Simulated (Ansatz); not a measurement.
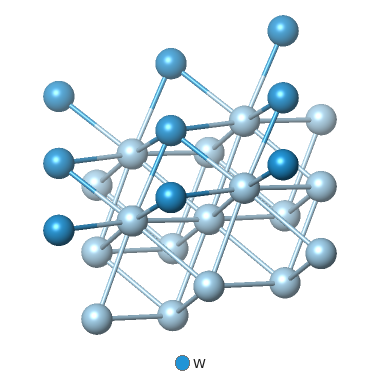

The system is N on a W(100) slab cut from the Im-3m phase, its upper half relaxed before the scan (16 atoms of substrate and one adsorbate in a 2 × 2 cell); the picture shows it without the atoms that are moved over the map. 
- N is moved over the surface cell; relaxed at each place: the height of the adsorbate's atoms; substrate rigid; the origin of the map has the adsorbate above W13.
- Places are given modulo a cell vector. The map is drawn in real space over the plane of the surface.
- Grid: 8 × 8 points; 15 points were computed and 49 follow by symmetry.
- Places are given in fractions of the 1 × 1 surface cell.
- All energies are given in eV relative to the lowest grid point.
- Level of theory: Ansatz 0.2.0, DFT PBE, scalar-relativistic, plane waves, PAW. Settings: cutoff 420 eV, k-mesh 4×4×1, gaussian smearing 0.1 eV, no spin polarisation.

Range: position of N17 along the first surface vector from 0.000 to 0.875; position of N17 along the second surface vector from 0.000 to 0.875.

Predict the map.

The lowest grid point is at a fourfold hollow over a second-layer W atom, (4/8, 4/8) of the cell vectors. It is the only kind of minimum in the scanned range. The highest grid point, the top site over a surface W atom, (0/8, 0/8) of the cell vectors, lies 2.34 eV above the lowest. On the interpolated surface the easiest way out of the lowest well to its copy in the next cell or period passes a barrier of about 0.98 eV. At the lowest point the adsorbate has 1 W at 2.07 Å as nearest neighbours, at the highest 1 W at 1.75 Å. Its relaxed height above the top atom is 0.68 Å at the lowest and 1.75 Å at the highest point.

| second ↓, first → | 0/8 | 1/8 | 2/8 | 3/8 | 4/8 | 5/8 | 6/8 | 7/8 |
| --- | --- | --- | --- | --- | --- | --- | --- | --- |
| 7/8 | 2.29 | 2.24 | 2.03 | 1.48 | 0.86 | 1.48 | 2.03 | 2.24 |
| 6/8 | 2.05 | 2.03 | 1.85 | 1.15 | 0.39 | 1.15 | 1.85 | 2.03 |
| 5/8 | 1.52 | 1.48 | 1.15 | 0.35 | 0.02 | 0.35 | 1.15 | 1.48 |
| 4/8 | 0.98 | 0.86 | 0.39 | 0.02 | 0.00 | 0.02 | 0.39 | 0.86 |
| 3/8 | 1.52 | 1.48 | 1.15 | 0.35 | 0.02 | 0.35 | 1.15 | 1.48 |
| 2/8 | 2.05 | 2.03 | 1.85 | 1.15 | 0.39 | 1.15 | 1.85 | 2.03 |
| 1/8 | 2.29 | 2.24 | 2.03 | 1.48 | 0.86 | 1.48 | 2.03 | 2.24 |
| 0/8 | 2.34 | 2.29 | 2.05 | 1.52 | 0.98 | 1.52 | 2.05 | 2.29 |

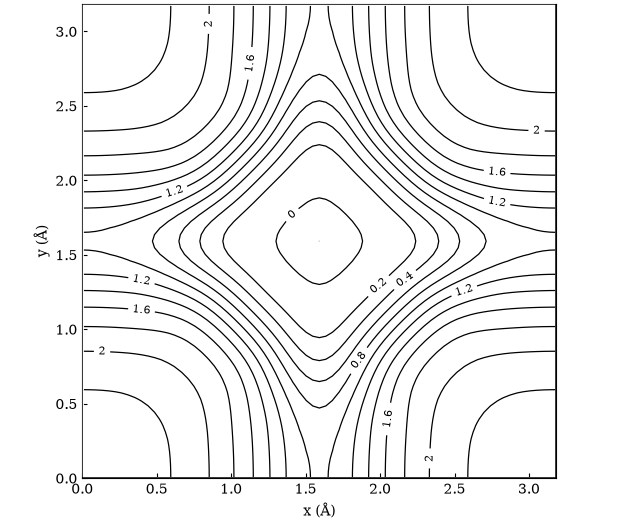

Drawn: contour lines labelled in eV, the outline of one cell of the plane. Between grid points the surface is interpolated.

Time for the 15 points that were run: 26 min on 8 threads of Arm Neoverse N1, on a shared host.

PAW datasets: the set soft_1.
